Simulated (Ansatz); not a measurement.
Si2H5ClO2 (SMILES O[SiH2][SiH](O)Cl): methods side by side

Si2H5ClO2: 10 atoms, total charge 0, spin state singlet. As SMILES, `O[SiH2][SiH](O)Cl`. Geometry: relaxed at PBE0-D4/def2-TZVP. This is one conformer, not always the lowest.

```xyz
10

O    -0.9300    0.8706    1.7374
Si   -0.4474    1.3322    0.2289
Si    0.3411   -0.6024   -0.8438
O     0.8424   -1.5022    0.4435
Cl   -1.1634   -1.5908   -1.8570
H    -0.4811    0.1025    2.0987
H     0.6460    2.3450    0.2798
H    -1.6112    1.9310   -0.4681
H     1.4302   -0.4463   -1.8429
H     1.1986   -2.3792    0.2865
```

Each level gives the energy change with the O1–H6 bond stretched from 0.960 to 1.728 Å (eV). The values are calculated.

```json
{"level": "HF/cc-pVDZ (restricted)", "kind": "Hartree–Fock", "program": "Ansatz", "value (eV)": "4.74", "CPU time (all runs)": "11 s"}
{"level": "SVWN5/cc-pVDZ (restricted)", "kind": "LDA", "program": "Ansatz", "value (eV)": "3.45", "CPU time (all runs)": "14 s"}
{"level": "BLYP/cc-pVDZ (restricted)", "kind": "GGA", "program": "Ansatz", "value (eV)": "3.32", "CPU time (all runs)": "21 s"}
{"level": "PBE/cc-pVDZ (restricted)", "kind": "GGA", "program": "Ansatz", "value (eV)": "3.42", "CPU time (all runs)": "21 s"}
{"level": "r2SCAN/cc-pVDZ (restricted)", "kind": "meta-GGA", "program": "Ansatz", "value (eV)": "3.71", "CPU time (all runs)": "44 s"}
{"level": "PBE0/cc-pVDZ (restricted)", "kind": "global hybrid", "program": "Ansatz", "value (eV)": "3.89", "CPU time (all runs)": "28 s"}
{"level": "CAM-B3LYP/cc-pVDZ (restricted)", "kind": "range-separated hybrid", "program": "Ansatz", "value (eV)": "3.92", "CPU time (all runs)": "31 s"}
{"level": "MP2/cc-pVDZ (restricted)", "kind": "perturbation theory", "program": "Ansatz", "value (eV)": "3.89", "CPU time (all runs)": "14 s"}
{"level": "CCSD/cc-pVDZ (restricted)", "kind": "coupled cluster or CI", "program": "Ansatz", "value (eV)": "3.84", "CPU time (all runs)": "70 s"}
```

The first shape isn't each level's own minimum. The values span 3.32 to 4.74 eV. Times are those of the runs behind each value, whatever else they computed, on shared processors of several kinds: orders of magnitude only.

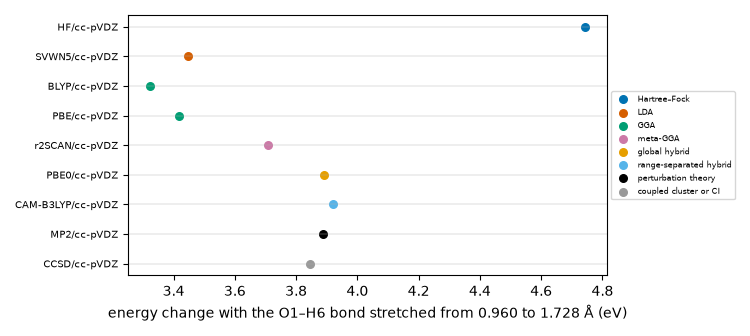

The values of the table, level by level.
